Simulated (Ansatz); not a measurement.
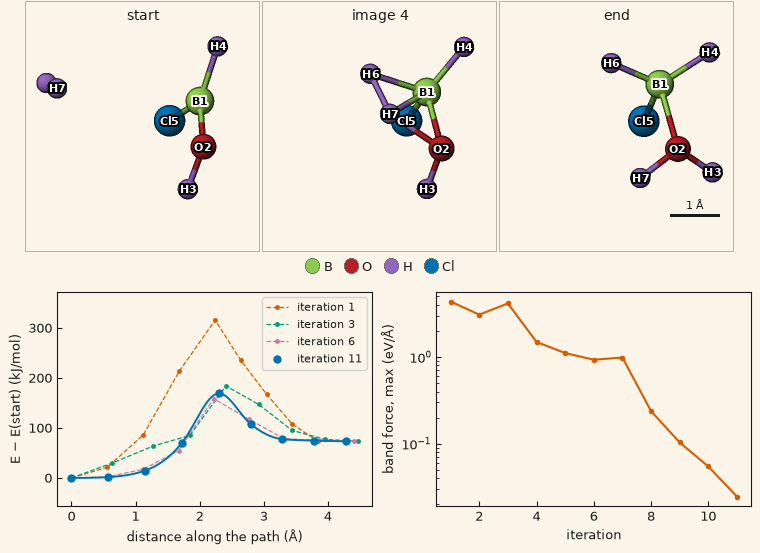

NEB run on BH$_{4}$OCl, made up at the start of BH₂OCl and H2. Images are numbered from 0 (start) to 8 (end). The plot follows the band through its iterations. Style: ball-and-stick. Shown from a free direction.

The calculation used RKS r2SCAN/def2-SVP (Ansatz 0.2.0). Settings: 7 movable images; climbing image; force threshold 0.05 eV/Å; iteration limit 60; starting path through a guess of the saddle point.

> Judge this run.

The result is final at these settings. The band converged in 11 iterations. The largest component of the band force went from 4.4 to 0.025 eV/Å. The climbing image converged on the top of the path. Its vibrational analysis gives one imaginary mode (1290i cm⁻¹), as a transition state must have. The first iteration put the highest image at 315.6 kJ/mol. Forward barrier 169.1 kJ/mol, backward barrier 95.7 kJ/mol, with image 4 at the top; the reaction energy is +73.3 kJ/mol.

Limits of the set-up: the start holds two separate molecules, 3.2 Å apart at their closest, whose relative position is a soft coordinate and is computed without a dispersion correction.
